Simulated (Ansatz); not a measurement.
```
Eu Zn
1.0
     4.47331    0.00000    0.00000
     0.00000    4.47331    0.00000
     0.00000    0.00000    4.47331
Eu Zn
1 3
Cartesian
  0.0000 0.0000 0.0000
  0.0000 2.2367 2.2367
  2.2367 2.2367 0.0000
  2.2367 0.0000 2.2367
```

Space group Pm-3m; started from the AuCu3 prototype, which need not be the ambient phase; spin-polarised.

Level of theory: DFT HSE06, scalar-relativistic, plane waves, PAW in Ansatz.

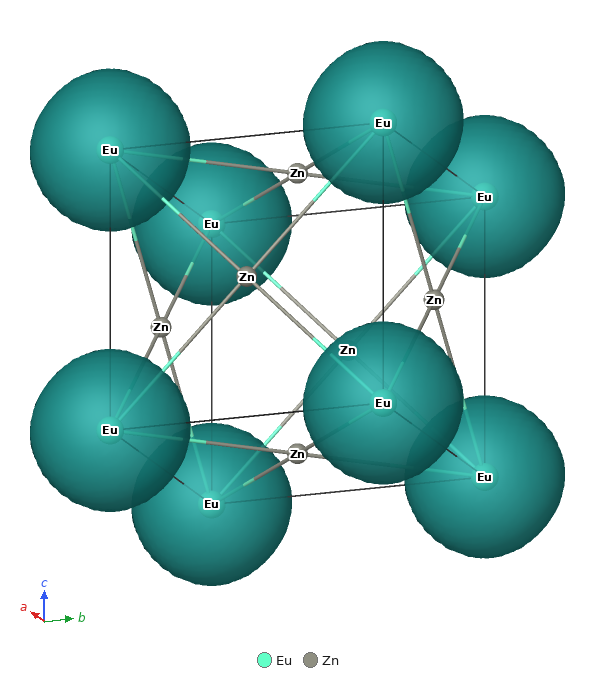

EuZn$_{3}$. Isosurface of the magnetisation density (up minus down) at +0.04 e/Å³ (teal), seen at an oblique angle. Sticks mark near contacts.

In a PAW calculation such maps are meaningful between the atoms, not at the nuclei.

Describe the spin distribution.

The spin density sits on Eu: +7.0 μB in one cell of 4 atoms, with smaller moments on other sites: Zn (up to +0.06 μB): parallel main moments, as they must be, since the calculation's own cell holds one magnetic site. The cell of the calculation (4 atoms) carries 7.6 μB of net spin moment.
